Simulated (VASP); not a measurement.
Band structure of BP (space group P6_3mc). Method: modified Becke-Johnson potential (mBJ), VASP's PBE PAW potentials (set 64) (plane waves; VASP).

mBJ is a potential without an energy functional, so only the levels count.

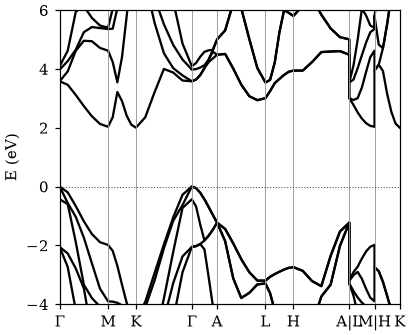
Figure. Bands along high-symmetry lines, zero at the valence-band maximum or, without a gap, the Fermi level

Problem. Read the plot: is there a gap, and where are the band edges?

Solution. The gap is indirect, 2.00 eV, from the valence maximum at Γ to the conduction minimum at K.

The structure comes from a computed database's BP entry (P6_3mc); how it stands against other phases isn't given here. It was relaxed first. The cell's shape comes from a PBE relaxation.
